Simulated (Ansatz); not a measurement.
# Σ5 (310) boundary in bcc Mo, starting shift (0.5, 0.5): structure and resistance, part 3 of 3

Aim: the relaxed structure and the specific resistance of the Σ5 (310) boundary in bcc Mo, starting shift (0.5, 0.5).

Ansatz 0.2.0; Ansatz plane-wave DFT, PBE, PAW files; relaxation of a bicrystal slab with its lowest layers held; PAW set soft_1 (the session's first sound run).

So far. Step 3 (Transmission across the boundary): Over the solved energies the transmission per spin lies between 1.35 and 1.43, out of 2.55 channels of the lead on average (up to 2.67). Step 4 (Specific resistance): Averaged over the energies near the Fermi level, 54.1 % of the channels pass, which makes 0.672 fΩ m².

### 5. Single-crystal slab for reference

This step: Ansatz plane-wave DFT, PBE, PAW files; relaxation of a single-crystal slab with its lowest layers held; PAW set soft_1 (Ansatz 0.2.0).

System of this step: Mo slab, plane (3, 1, 0). The cell holds 20 atoms: 20 Mo. Its edges and angles: a = 5.219 Å, b = 3.147 Å, c = 29.908 Å, α = 90.0°, β = 90.0°, γ = 72.5°. It derives from Mo. Vacuum lies along c.

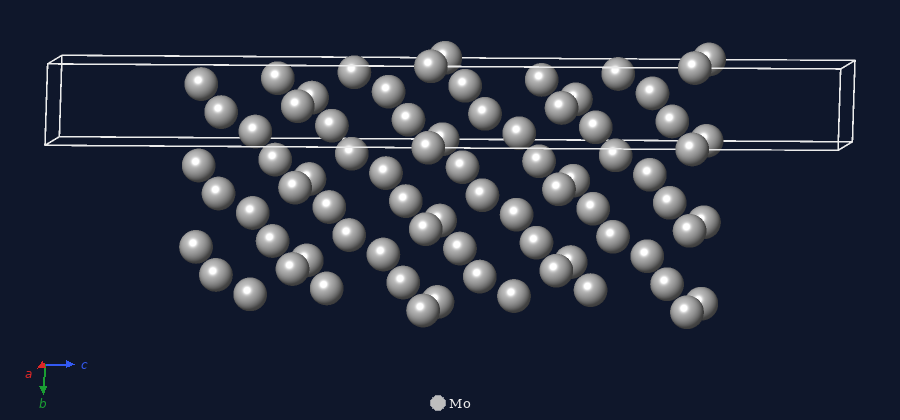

The cell of this step (molybdenum light grey). 1×3×1 cells are drawn. Some periodic images of atoms are drawn too.

input.yaml

```yaml
crystal:
  lattice:
    - [5.2187091076, 0.0, 0.0]
    - [0.9488562014, 3.0005467684, 0.0]
    - [0.0, 0.0, 29.9082068143]
  atoms:
    - { symbol: Mo, position: [0.3999999998, 0.3000000001, 0.167178194] }
    - { symbol: Mo, position: [0.7999999998, 0.6000000001, 0.2004522978] }
    - { symbol: Mo, position: [0.1999999998, 0.9000000001, 0.2337264017] }
    - { symbol: Mo, position: [0.5999999999, 0.2000000001, 0.2670005055] }
    - { symbol: Mo, position: [0.9999999999, 0.5000000001, 0.3002746094] }
    - { symbol: Mo, position: [0.3999999999, 0.8000000001, 0.3335487132] }
    - { symbol: Mo, position: [0.7999999999, 0.1000000001, 0.3668228171] }
    - { symbol: Mo, position: [0.1999999999, 0.4000000001, 0.400096921] }
    - { symbol: Mo, position: [0.5999999999, 0.7000000001, 0.4333710248] }
    - { symbol: Mo, position: [0.9999999999, 1.0e-10, 0.4666451287] }
    - { symbol: Mo, position: [0.3999999999, 0.3000000001, 0.4999192325] }
    - { symbol: Mo, position: [0.7999999999, 0.6000000001, 0.5331933364] }
    - { symbol: Mo, position: [0.1999999999, 0.9, 0.5664674402] }
    - { symbol: Mo, position: [0.5999999999, 0.2, 0.5997415441] }
    - { symbol: Mo, position: [1.0, 0.5, 0.633015648] }
    - { symbol: Mo, position: [0.4, 0.8, 0.6662897518] }
    - { symbol: Mo, position: [0.8, 0.1, 0.6995638557] }
    - { symbol: Mo, position: [0.2, 0.4, 0.7328379595] }
    - { symbol: Mo, position: [0.6, 0.7, 0.7661120634] }
    - { symbol: Mo, position: [0.0, 0.0, 0.7993861672] }
kpoints:
  mp_grid: { grid: [8, 8, 1] }
hamiltonian:
  xc: pbe
  pseudopotentials: { kind: paw, azcp: { folder: soft_1 } }
scf:
  occupations: { method: fermi_dirac, width: 0.1 }
relax:
  f_tol: 0.03
  max_steps: 80
  constraints: [{ sites: [0, 1, 2, 3] }]
```

The run is started by

```
$ ansatz run input.yaml --threads 4 --pin off --max-ram 15360MiB --backend cpu --events-out ev --progress --plain --runs-dir out
```

Numbers of over 12 decimals in the logs are rounded to 6 here.

Log:

```text
Warning: crystal.symmetry: narrowed to the stabiliser of the relax constraints — unitary ops 4 → 2; lowered at sites 0, 1, 2, 3, 16, 17, 18, 19 (the operations that carried what is held of a site onto what its image site leaves free; the constrained walk keeps no symmetry that its constraints do not admit)
[...]
Crystal: 20 atoms, lattice volume = 468.332 Å³
Basis set: ecut = 420 eV, 9191 PW (Γ), exchange–correlation on 72×48×400 points (8 copies of the dense FFT grid, shifted against one another)
Bands: 168, of which v1, the nominal top of the filled ones, is band 140 counted from 1 (139 counted from 0)
Symmetry: 2 space group operations
k-points: 21 of 64 (time reversal used)
[...]
SCF iter   1: F=—  HF=-99131.069669 eV  |F-HF|=—  |Δ(HF+E_count)|=         —  Δρ=9.06e-2  dr2=2.53e2  ethr=3.10e-3  ⟨swp⟩=8.1  Hψ=15412  notcnv=0
[...]
SCF iter   9: F=-99114.692776 eV  HF=-99114.692782 eV  |F-HF|=5.30e-6  |Δ(HF+E_count)|=   3.28e-6  Δρ=2.79e-5  dr2=1.02e-5  ethr=8.04e-9  ⟨swp⟩=3.9  Hψ=13678  notcnv=0
SCF 1 converged in 9 iterations: F = -99114.692776 eV  dr2 = 1.02e-5
[...]
relax step   1: F+E_penalty+E_count = -99114.69277622 eV  Δ(F+E_penalty+E_count) = +0.000e0 eV  max|allowed force component| = 1.790e0 eV/Å  Δτ_max = 0.0000 Å  (9 SCF iters, dr2 threshold 2.25e-5 eV, accepted)
[...]
SCF iter   5: F=-99114.905286 eV  HF=-99114.905284 eV  |F-HF|=1.80e-6  |Δ(HF+E_count)|=   1.64e-5  Δρ=9.47e-5  dr2=9.35e-5  ethr=2.20e-9  ⟨swp⟩=3.0  Hψ=15383  notcnv=0
SCF 2 converged in 5 iterations: F = -99114.905286 eV  dr2 = 9.35e-5
[...]
relax step   2: F+E_penalty+E_count = -99114.90528575 eV  Δ(F+E_penalty+E_count) = -2.125e-1 eV  max|allowed force component| = 7.059e-1 eV/Å  Δτ_max = 0.1948 Å  (5 SCF iters, dr2 threshold 1.00e-4 eV, accepted)
[...]
SCF iter   6: F=-99114.942080 eV  HF=-99114.942099 eV  |F-HF|=1.90e-5  |Δ(HF+E_count)|=   5.32e-5  Δρ=5.03e-5  dr2=2.55e-5  ethr=1.11e-8  ⟨swp⟩=3.3  Hψ=15061  notcnv=0
SCF 3 converged in 6 iterations: F = -99114.942080 eV  dr2 = 2.55e-5
relax step   3: F+E_penalty+E_count = -99114.94208014 eV  Δ(F+E_penalty+E_count) = -3.679e-2 eV  max|allowed force component| = 1.815e-1 eV/Å  Δτ_max = 0.1027 Å  (6 SCF iters, dr2 threshold 3.11e-5 eV, accepted)
[...]
relax step   4: F+E_penalty+E_count = -99114.94809488 eV  Δ(F+E_penalty+E_count) = -6.015e-3 eV  max|allowed force component| = 1.453e-1 eV/Å  Δτ_max = 0.0578 Å  (7 SCF iters, dr2 threshold 2.18e-6 eV, accepted)
[...]
relax step   5: F+E_penalty+E_count = -99114.95123644 eV  Δ(F+E_penalty+E_count) = -3.142e-3 eV  max|allowed force component| = 5.098e-2 eV/Å  Δτ_max = 0.0521 Å  (7 SCF iters, dr2 threshold 1.39e-6 eV, accepted)
SCF iter   1: F=—  HF=-99114.955189 eV  |F-HF|=—  |Δ(HF+E_count)|=         —  Δρ=1.93e-3  dr2=1.62e-2  ethr=7.95e-5  ⟨swp⟩=2.0  Hψ=6035  notcnv=0
[...]
SCF iter   7: F=-99114.952552 eV  HF=-99114.952552 eV  |F-HF|=2.02e-8  |Δ(HF+E_count)|=   1.96e-7  Δρ=2.40e-6  dr2=5.72e-8  ethr=3.57e-11  ⟨swp⟩=5.1  Hψ=12372  notcnv=0
SCF 6 converged in 7 iterations: F = -99114.952552 eV  dr2 = 5.72e-8
relax step   6: F+E_penalty+E_count = -99114.95255194 eV  Δ(F+E_penalty+E_count) = -1.315e-3 eV  max|allowed force component| = 1.944e-2 eV/Å  Δτ_max = 0.0238 Å  (7 SCF iters, accepted)
SCF converged after 7 iterations
Free energy (F): -99114.952552 eV
[...]
Internal energy: -99114.417740 eV  (E = F + TS)
E sigma→0 (E₀):  -99114.685146 eV
Entropy (-TS):   -0.534812 eV (-26.741 meV/atom)
Fermi energy:    12.834108 eV
[...]
--- Forces (eV/Å), atoms counted from 1 ---
  atom   1  Mo     0.31876032    -0.10080086     1.79430759
  atom   2  Mo    -0.46502766     0.14705466    -0.37288863
  atom   3  Mo     0.09018294    -0.02851835    -0.96947558
  atom   4  Mo     0.06631568    -0.02097086    -0.45137391
  atom   5  Mo    -0.00355233     0.00112335    -0.00662659
  atom   6  Mo    -0.00207440     0.00065598     0.00086975
  atom   7  Mo    -0.00618506     0.00195589     0.00000330
  atom   8  Mo    -0.00763470     0.00241430    -0.00099909
  atom   9  Mo    -0.00291886     0.00092302     0.00360266
  atom  10  Mo    -0.00111539     0.00035272     0.00180083
  atom  11  Mo     0.00154442    -0.00048839    -0.00186278
  atom  12  Mo     0.00666665    -0.00210818     0.00112946
  atom  13  Mo     0.01026291    -0.00324542    -0.00114617
  atom  14  Mo     0.01738300    -0.00549699     0.00045595
  atom  15  Mo    -0.01331756     0.00421138     0.00329895
  atom  16  Mo     0.01434184    -0.00453529     0.01580046
  atom  17  Mo    -0.01944104     0.00614780     0.01064803
  atom  18  Mo     0.00910114    -0.00287803    -0.00544687
  atom  19  Mo    -0.00144084     0.00045563    -0.01456424
  atom  20  Mo    -0.01186542     0.00375217    -0.00743686
  max |Σ_I F_I| component: 9.63e-5 eV/Å
--- Relaxed structure (6 steps of the walk, 6 accepted, 0 SCFs on fresh bases) ---
  F+E_penalty+E_count = -99114.95255194 eV   max|allowed force component| = 1.944e-2 eV/Å
  atoms:
    - { symbol: Mo, position: [0.400000, 0.300000, 0.167178194] }
    - { symbol: Mo, position: [0.800000, 0.600000, 0.200452] }
    - { symbol: Mo, position: [0.200000, 0.900000, 0.2337264017] }
    - { symbol: Mo, position: [0.599999999865, 0.200000, 0.2670005055] }
    - { symbol: Mo, position: [1.002603, 0.498699, 0.300557] }
    - { symbol: Mo, position: [0.400813, 0.799593, 0.334399] }
    - { symbol: Mo, position: [0.798708, 0.100646, 0.367378] }
    - { symbol: Mo, position: [0.198703, 0.400649, 0.401209] }
    - { symbol: Mo, position: [0.598164, 0.700918, 0.434772] }
    - { symbol: Mo, position: [0.997556, 0.00122218, 0.468090] }
    - { symbol: Mo, position: [0.397900, 0.301050, 0.501979] }
    - { symbol: Mo, position: [0.797690, 0.601155, 0.535250] }
    - { symbol: Mo, position: [0.197082, 0.901459, 0.568860] }
    - { symbol: Mo, position: [0.597130, 0.201435, 0.602535] }
    - { symbol: Mo, position: [0.995912, 0.502044, 0.635683] }
    - { symbol: Mo, position: [0.393327, 0.803336, 0.669715] }
    - { symbol: Mo, position: [0.794450, 0.102775, 0.702512] }
    - { symbol: Mo, position: [0.197468, 0.401266, 0.737335] }
    - { symbol: Mo, position: [0.606262, 0.696869, 0.770203] }
    - { symbol: Mo, position: [-0.019266, 0.00963312, 0.796509] }
```

Wall time 4.2 min (4 threads of Arm Neoverse V2, shared host); peak memory 2.3 GiB.

Step by step:

| step | energy less that of the first step (eV) | largest force component (eV/Å) |
| --- | --- | --- |
| 1 | 0.0000 | 1.7904 |
| 2 | -0.2125 | 0.7059 |
| 3 | -0.2493 | 0.1815 |
| 4 | -0.2553 | 0.1453 |
| 5 | -0.2585 | 0.0510 |
| 6 | -0.2598 | 0.0194 |

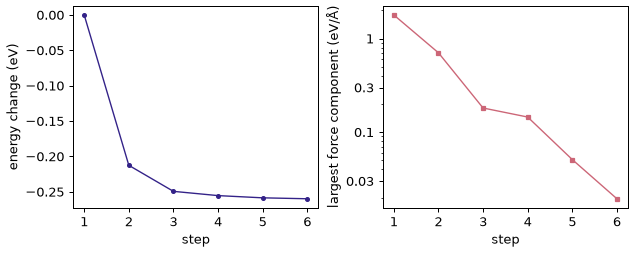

Energy and largest force along the relaxation.

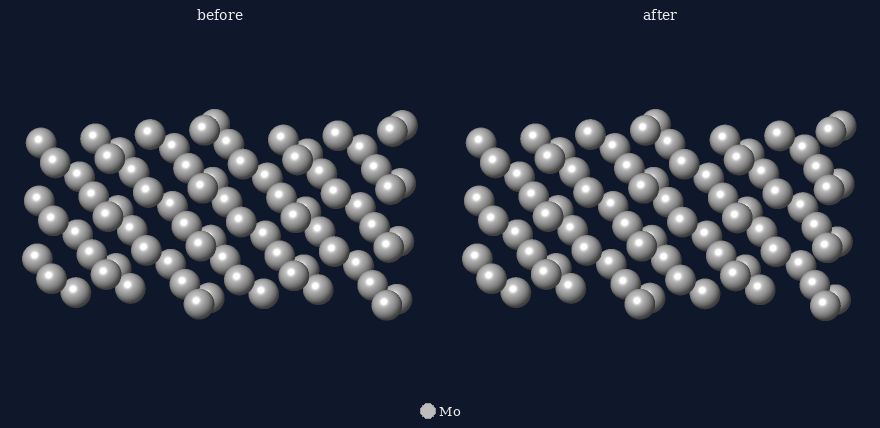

Before and after, at one scale.

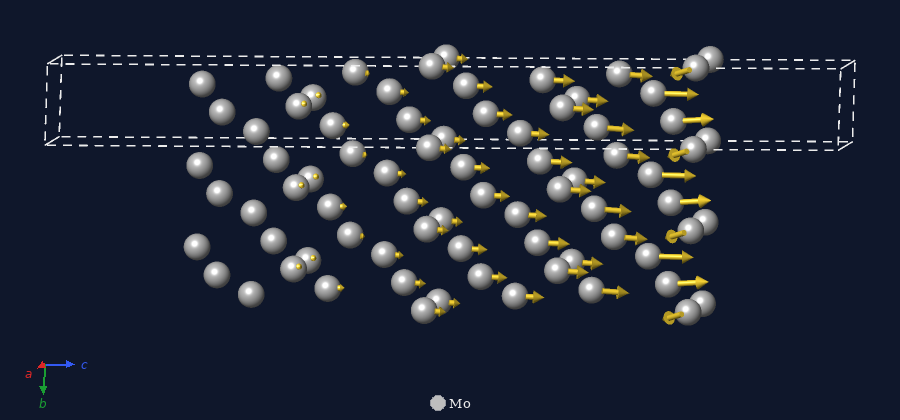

Displacements in the relaxation, exaggerated; the longest in the cell stands for 0.14 Å. 1×3×1 cells are drawn. Some periodic images of atoms are drawn too.

The atoms that moved most (Å):

| atom | dx | dy | dz | length |
| --- | --- | --- | --- | --- |
| Mo18 | -0.012 | 0.004 | 0.134 | 0.135 |
| Mo20 | -0.091 | 0.029 | -0.086 | 0.129 |
| Mo19 | 0.030 | -0.009 | 0.122 | 0.126 |
| Mo16 | -0.032 | 0.010 | 0.102 | 0.108 |
| Mo17 | -0.026 | 0.008 | 0.088 | 0.092 |
| Mo14 | -0.014 | 0.004 | 0.084 | 0.085 |
| Mo15 | -0.019 | 0.006 | 0.080 | 0.082 |
| Mo13 | -0.014 | 0.004 | 0.072 | 0.073 |

The relaxed structure:

```xyz
20
Lattice="5.2187 0.0000 0.0000 0.9489 3.0005 0.0000 0.0000 0.0000 29.9082" Properties=species:S:1:pos:R:3
Mo    2.3721    0.9002    5.0000
Mo    4.7443    1.8003    5.9952
Mo    1.8977    2.7005    6.9903
Mo    3.3210    0.6001    7.9855
Mo    5.7055    1.4964    8.9891
Mo    2.8504    2.3992   10.0013
Mo    4.2637    0.3020   10.9876
Mo    1.4171    1.2022   11.9994
Mo    3.7867    2.1031   13.0032
Mo    5.2071    0.0037   13.9997
Mo    2.3622    0.9033   15.0133
Mo    4.7333    1.8038   16.0084
Mo    1.8839    2.7049   17.0136
Mo    3.3074    0.6044   18.0207
Mo    5.6737    1.5064   19.0121
Mo    2.8149    2.4104   20.0300
Mo    4.2435    0.3084   21.0109
Mo    1.4113    1.2040   22.0524
Mo    3.8251    2.0910   23.0354
Mo   -0.0914    0.0289   23.8221
```

This step gave:

```
free energy             : -99114.9526 eV
energy at zero smearing : -99114.6851 eV
Fermi energy            : 12.83 eV
```

The largest force component on a free atom ends at 0.019 eV/Å, under the tolerance of 0.03, after 6 steps.

### 6. Bulk reference

This step: Ansatz plane-wave DFT, PBE, PAW files; bulk reference; PAW set soft_1 (Ansatz 0.2.0).

System of this step: Mo. Symmetry: Im-3m, No. 229, cubic system. The conventional cell has a = 3.147 Å, b = 3.147 Å, c = 3.147 Å, α = 90.00°, β = 90.00°, γ = 90.00°. Mo has 8 Mo at 2.73 Å nearest.

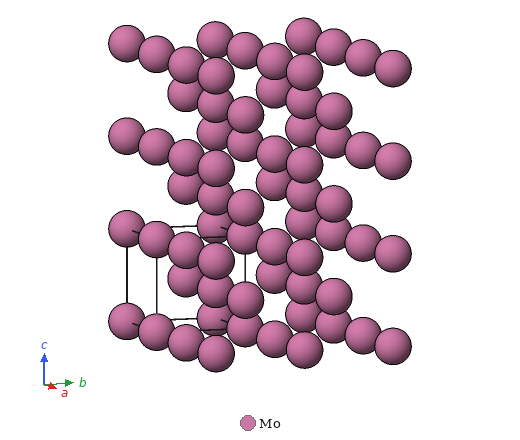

The cell of this step (molybdenum pink). 3×2×3 conventional cells are drawn. Some periodic images of atoms are drawn too.

input.yaml, the sections that differ from step 5:

```yaml
crystal:
  lattice:
    - [-1.5735, 1.5735, 1.5735]
    - [1.5735, -1.5735, 1.5735]
    - [1.5735, 1.5735, -1.5735]
  atoms:
    - { symbol: Mo, position: [0.0, 0.0, 0.0] }
kpoints:
  mp_grid: { grid: [19, 19, 19] }
# hamiltonian, scf: as in step 5
# relax: removed
```

Log:

```text
[...]
Crystal: 1 atoms, lattice volume = 15.583 Å³
Basis set: ecut = 420 eV, 321 PW (Γ)
Bands: 11, of which v1, the nominal top of the filled ones, is band 7 counted from 1 (6 counted from 0)
Symmetry: 48 space group operations
[...]
k-points: 220 of 6859
[...]
SCF iter   1: F=—  HF=-4956.682293 eV  |F-HF|=—  |Δ(HF+E_count)|=         —  Δρ=1.06e-1  dr2=1.75e0  ethr=3.10e-3  ⟨swp⟩=5.0  Hψ=13536  notcnv=0
[...]
SCF iter   6: F=-4956.064799 eV  HF=-4956.064799 eV  |F-HF|=2.67e-8  |Δ(HF+E_count)|=   1.10e-7  Δρ=3.18e-5  dr2=4.55e-8  ethr=7.14e-10  ⟨swp⟩=3.0  Hψ=5754  notcnv=0
SCF 1 converged in 6 iterations: F = -4956.064799 eV  dr2 = 4.55e-8
[...]
SCF converged after 6 iterations
Free energy (F): -4956.064799 eV
[...]
Internal energy: -4956.043863 eV  (E = F + TS)
E sigma→0 (E₀):  -4956.054331 eV
Entropy (-TS):   -0.020936 eV (-20.936 meV/atom)
Fermi energy:    21.155097 eV
[...]
```

Wall time 0.45 s (4 threads); peak memory 0.28 GiB; 1.4 s of CPU time.

Numbers from this step:

* free energy: -4956.0648 eV
* energy at zero smearing: -4956.0543 eV
* Fermi energy: 21.16 eV

### 7. Boundary energy

This step: Ansatz plane-wave DFT, PBE, PAW files; bicrystal less single-crystal slab less bulk atoms, a boundary area; PAW set soft_1 (Ansatz 0.2.0).

This step gave:

```yaml
excess_energy_of_the_cell: 1.613 eV
boundary_energy: 1.651 J/m²
```

The boundary costs 1.7 J/m².

By hand: 1.61 eV / 15.66 Å² × 16.02 = 1.65 J/m².

### 8. Outcome

| Quantity | Value |
| --- | --- |
| specific resistance of the boundary | 0.672 fΩ m² |
| share of channels that pass | 0.541 |
| boundary energy | 1.65 J/m² |

What this shows: The boundary has a specific resistance of 0.67 fΩ m² and an energy of 1.7 J/m². The boundary reflects 46 % of the channels; 0.67 fΩ m² is 6.7×10⁻¹² Ω·cm². That equals the resistance of 12 nm of bulk Mo at 300 K (measured 5.52 µΩ cm, CRC Handbook of Chemistry and Physics, 84th ed., 2003, Electrical Resistivity of Pure Metals). In the relaxation the upper grain slid sideways by about 0.5 Å, so the result belongs to the position that it found, not to the starting one. One starting structure was relaxed; another shift or atom count at the boundary may lie lower.

[Logs are printed without paths, hosts, clocks, repeated set-up lines and the standing remarks that a program may print on its own settings, such as how far it seeks lower states.]

[Hosts, paths, dates, database ids (printed as entryN), source tags and the programs' standing remarks are cut or masked in the printed files.]
